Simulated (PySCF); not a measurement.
**HfCl₂: relaxation and vibrations of the triplet**

Aim: relax HfCl₂ as a triplet from a B3LYP minimum start, check by its vibrations whether the end is a minimum, and collect its spectrum and constants.

The runs use PySCF 2.14.0; B3LYP, basis Hf def2-SVP with ECP60, Cl def2-SVP, scalar-relativistic core potentials, no spin–orbit coupling, density fitting.

**1. Starting geometry**

3 atoms, charge 0, spin multiplicity 3.

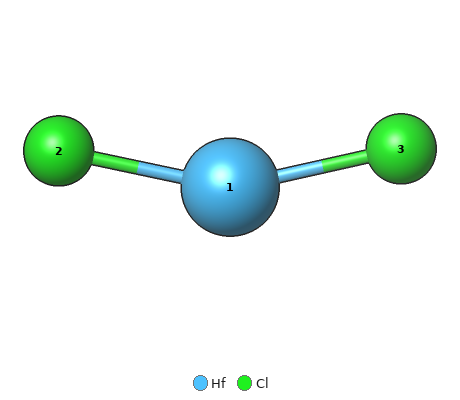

Start geometry, drawn with hafnium blue, chlorine green; atoms are numbered from 1 in the order of the file.

```xyz
3
charge 0 multiplicity 3
Hf    0.0012    0.1366    0.0000
Cl   -0.0033   -0.3686    2.3212
Cl   -0.0033   -0.3686   -2.3212
```

**2. Finding the electronic state**

One driver script runs all steps and calls PySCF; scf.py shows how it sets up the SCF of each step. The optimiser is the driver's own. After this first run the driver tries any further starts and a stability analysis.

File scf.py:

```python
from pyscf import gto, scf, dft
mol = gto.M(atom='''
Hf     0.001218     0.136550     0.000000
Cl    -0.003289    -0.368605     2.321221
Cl    -0.003289    -0.368605    -2.321221''',
    basis={'Hf': 'def2-SVP', 'Cl': 'def2-SVP'},
    ecp={'Hf': 'def2-SVP'},
    charge=0, spin=2)
mf = dft.UKS(mol, xc='B3LYP')
mf.grids.atom_grid = (50, 194)
aux = {'Hf': 'def2-universal-JKFIT', 'Cl': 'def2-universal-JKFIT'}
mf = mf.density_fit(auxbasis=aux)
mf.conv_tol = 1e-08
mf.diis_space = 10
mf.max_cycle = 60
mf.init_guess = 'minao'
mf.verbose = 4
mf.kernel()
```

On the command line:

```console
OMP_NUM_THREADS=2 python axn.py task.json out
```

Standard output:

```text
init E= -955.729009326553
[... the frontier-level lines of each cycle are left out ...]
cycle= 1 E= -968.13024454607  delta_E= -12.4  |g|= 0.408  |ddm|= 5.19
cycle= 2 E= -968.117992510759  delta_E= 0.0123  |g|= 0.417  |ddm|= 1.47
cycle= 3 E= -968.237618322337  delta_E= -0.12  |g|= 0.0928  |ddm|= 0.847
cycle= 4 E= -968.242534115791  delta_E= -0.00492  |g|= 0.0188  |ddm|= 0.131
cycle= 5 E= -968.242733070158  delta_E= -0.000199  |g|= 0.00453  |ddm|= 0.0322
cycle= 6 E= -968.242744607367  delta_E= -1.15e-05  |g|= 0.000737  |ddm|= 0.00608
cycle= 7 E= -968.242745217562  delta_E= -6.1e-07  |g|= 0.000278  |ddm|= 0.00208
cycle= 8 E= -968.242745359591  delta_E= -1.42e-07  |g|= 6.81e-05  |ddm|= 0.00115
cycle= 9 E= -968.242745382822  delta_E= -2.32e-08  |g|= 1.72e-05  |ddm|= 0.000634
cycle= 10 E= -968.242745384517  delta_E= -1.7e-09  |g|= 5.77e-06  |ddm|= 0.000178
Extra cycle  E= -968.24274538462  delta_E= -1.03e-10  |g|= 2.96e-06  |ddm|= 3.1e-05
converged SCF energy = -968.24274538462  <S^2> = 2.0021579  2S+1 = 3.0014382
```

This step, with its further starts and checks, took 9.9 s on 2 threads of Arm Neoverse V1, shared host.

Energies from each starting density:

| start | energy (Eh) |
| --- | --- |
| the minimal-basis guess | -968.242745 |
| a thermally smeared density | -968.242673 |
| a smeared PBE density | -968.242673 |

The test of internal stability and the other starts found no lower solution of this spin.

**3. Relaxing the triplet from the B3LYP minimum start**

The program finds C2v symmetry in the start, which this walk keeps. The walk stops when the largest gradient is under 0.0003 Eh/bohr and the energy has settled too.

scf.py, as its differences from that of step 2:

```diff
@@ -3,3 +3,3 @@
-Hf     0.001218     0.136550     0.000000
-Cl    -0.003289    -0.368605     2.321221
-Cl    -0.003289    -0.368605    -2.321221''',
+Hf     0.001261     0.141383     0.000000
+Cl    -0.003246    -0.363772     2.321221
+Cl    -0.003246    -0.363772    -2.321221''',
@@ -16 +15,0 @@
-mf.init_guess = 'minao'
```

Steps of the walk:

| step | energy (Eh) | change (kJ/mol) | largest symmetric gradient (Eh/bohr) |
| --- | --- | --- | --- |
| 0 | -968.242745 | 0.00 | 0.00036 |
| 1 | -968.242748 | -0.01 | 0.00033 |
| 2 | -968.242769 | -0.06 | 0.00069 |
| 3 | -968.242772 | -0.07 | 0.00015 |
| 4 | -968.242773 | -0.07 | 0.00007 |

The walk took 9.2 s.

Geometry (Å) and forces (eV/Å) at some steps:

```
step 0
Hf   0.001   0.141   0.000   0.000   0.019   0.000
Cl  -0.003  -0.364   2.321   0.000  -0.009  -0.001
Cl  -0.003  -0.364  -2.321   0.000  -0.009   0.001
step 1
Hf   0.001   0.144   0.000   0.000   0.017   0.000
Cl  -0.003  -0.365   2.321   0.000  -0.008  -0.004
Cl  -0.003  -0.365  -2.321   0.000  -0.008   0.004
step 2
Hf   0.002   0.194   0.000  -0.001  -0.024   0.000
Cl  -0.003  -0.390   2.303   0.001   0.012  -0.035
Cl  -0.003  -0.390  -2.303   0.001   0.012   0.035
step 3
Hf   0.002   0.180   0.000  -0.001  -0.001   0.000
Cl  -0.003  -0.383   2.307   0.000   0.001  -0.008
Cl  -0.003  -0.383  -2.307   0.000   0.001   0.008
step 4
Hf   0.002   0.184   0.000  -0.001  -0.001   0.000
Cl  -0.003  -0.385   2.305   0.000   0.001  -0.003
Cl  -0.003  -0.385  -2.305   0.000   0.001   0.003
```

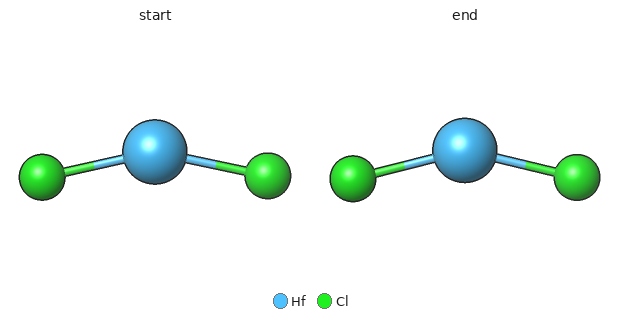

The geometry along the walk, at one scale.

It settles in C2v symmetry, 0.1 kJ/mol below the start, after 4 steps: Hf–Cl 2.374 Å (×2); Cl–Hf–Cl 152.3°.

**4. Hessian and properties**

On the finer grid the gradient is checked again; gradients at displacements of ±0.02 bohr then give force constants and infrared intensities.

scf.py, as its differences from that of step 3:

```diff
@@ -3,3 +3,3 @@
-Hf     0.001261     0.141383     0.000000
-Cl    -0.003246    -0.363772     2.321221
-Cl    -0.003246    -0.363772    -2.321221''',
+Hf     0.001288     0.144395    -0.000000
+Cl    -0.003590    -0.402372     2.310736
+Cl    -0.003590    -0.402372    -2.310736''',
@@ -10 +10 @@
-mf.grids.atom_grid = (50, 194)
+mf.grids.atom_grid = (75, 302)
@@ -13 +13 @@
-mf.conv_tol = 1e-08
+mf.conv_tol = 1e-10
```

The driver hands on the density of the step before, so the log starts near convergence.

Log of the central SCF (cycles and frontier levels):

```text
init E= -968.242751751545
[... the frontier-level lines of each cycle are left out ...]
cycle= 1 E= -968.242751751547  delta_E= -2.27e-12  |g|= 2.26e-06  |ddm|= 7.05e-06
Extra cycle  E= -968.242751751543  delta_E= 4.32e-12  |g|= 3.57e-06  |ddm|= 8.66e-06
converged SCF energy = -968.242751751543  <S^2> = 2.0021505  2S+1 = 3.0014333
```

The whole step took 31 s.

Geometry: C2v; Hf–Cl 2.375 Å (×2); Cl–Hf–Cl 153.4°.

Harmonic modes (main isotopes):

```json
{"symmetry": "a1", "ω (cm⁻¹)": "46", "IR (km/mol)": "3.4", "μ (u)": "44.01", "type": "bend"}
{"symmetry": "a1", "ω (cm⁻¹)": "353", "IR (km/mol)": "4.4", "μ (u)": "35.68", "type": "stretch"}
{"symmetry": "b2", "ω (cm⁻¹)": "370", "IR (km/mol)": "105", "μ (u)": "44.65", "type": "stretch"}
```

No imaginary mode, so this is a minimum.

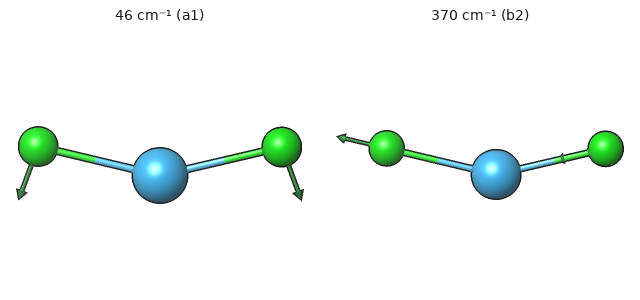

Displacements of 2 of the modes, as arrows (one member where a mode is degenerate).

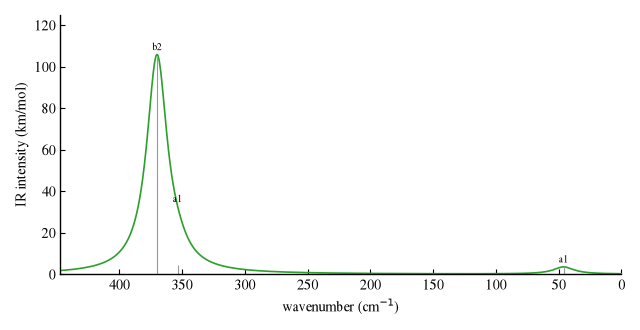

The harmonic infrared spectrum (widths in cm⁻¹). Lines are broadened to a width of 20 cm⁻¹ (Lorentzian).

Constants and moments:

- Dipole moment: 1.21 D
- Highest occupied level: -5.28 eV
- Lowest empty level: -3.33 eV
- Rotational constants: 1.12, 0.04514, 0.04339 cm⁻¹
- Zero-point energy: 4.6 kJ/mol
- Principal polarisabilities: 64.7, 65.5, 76.3 bohr³
- Atomisation energy without zero-point energy: 930 kJ/mol
- Principal traceless quadrupole moments about the centre of mass: -11.60, 5.76, 5.84 D Å
- Entropy at 298.15 K and 1 bar (electronic part: spin only): 320.5 J/(mol K)
- Heat capacity Cp at 298.15 K: 54.5 J/(mol K)
- Enthalpy at 298.15 K above 0 K: 13.96 kJ/mol
- Rotational symmetry number: 2
- Spin squared ⟨S²⟩: 2.002

Populations by atom (charges in e):

```csv
atom,Mulliken,Löwdin,polar tensor,spin (Mulliken),Mayer order to Hf1
Hf1,0.55,-0.17,1.09,2.05,–
"Cl2,3",-0.27,0.08,-0.54,-0.02,1.23
```

Outer orbital energies (eV). α occupied: -10.70, -9.48, -9.28, -9.03, -8.99, -8.94, -5.99, -5.28; empty: -2.73, -1.84, -1.76, -0.64. β occupied: -21.88, -21.50, -10.65, -9.43, -9.26, -9.04, -8.98, -8.94; empty: -3.33, -2.00, -1.58, -1.38.

Mulliken populations on Hf1 (outside its core potential): s 2.87, p 6.26, d 2.27, f 0.05.

**5. What came out**

| quantity | value |
| --- | --- |
| minimum | triplet, C2v |
| geometry | Hf–Cl 2.375 Å (×2); Cl–Hf–Cl 153.4° |
| wavenumbers (cm⁻¹) | 46 (a1), 353 (a1), 370 (b2) |
| dipole moment | 1.21 D |
| highest occupied, lowest empty level (either spin) | -5.28, -3.33 eV |
| polar-tensor charge of Hf1 | +1.09 e |
| zero-point energy | 4.6 kJ/mol |
| entropy at 298.15 K | 320.5 J/(mol K) |
| atomisation energy (no zero-point energy) | 930 kJ/mol |
| ⟨S²⟩ | 2.002 |

What this shows: The B3LYP minimum start keeps its C2v symmetry and ends in a minimum. The strongest infrared band lies at 370 cm⁻¹ (b2, stretch). Most of the spin sits on Hf1 (Mulliken spin 2.05, against 2 for the whole molecule). Other starts or spin states, not run here, may lie lower. One determinant may miss the lowest occupation of an open d or f shell. With an element this heavy the missing spin–orbit coupling can shift these numbers.

The search up to here took 51 s.
